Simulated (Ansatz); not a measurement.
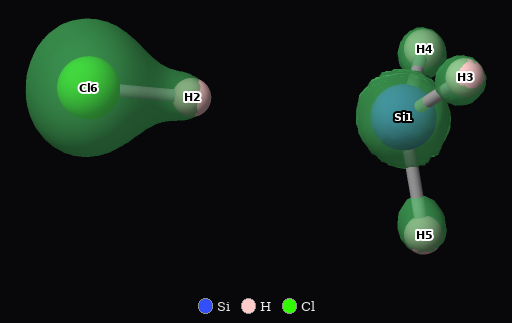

*H3Si···HCl (doublet). Isosurface of the electron density at 1 e/Å³ (green), seen at a tilt.*

Level of theory: UKS B3LYP/def2-SVP in Ansatz 0.2.0.

```xyz
6

Si    0.0003    0.0000   -0.2919
H     0.0005    0.0000    2.3883
H     1.4280    0.0000   -0.7190
H    -0.7135    1.2364   -0.7190
H    -0.7135   -1.2364   -0.7190
Cl   -0.0004    0.0000    3.6919
```

**What does this surface tell about the bonding?**

At this value the surface falls into five separate pieces. It bridges the sampled Cl–H (1.30 Å) contacts, where the density stays above the isovalue. It is pinched off along the sampled Si···H (2.68 Å) and Si–H (1.49 Å) contacts. On the grid the lowest density along these lines, outside the cores, is 0.09 e/Å³ (Si···H, 2.68 Å), 1.6 e/Å³ (Cl–H, 1.30 Å) and 0.76 e/Å³ (Si–H, 1.49 Å).
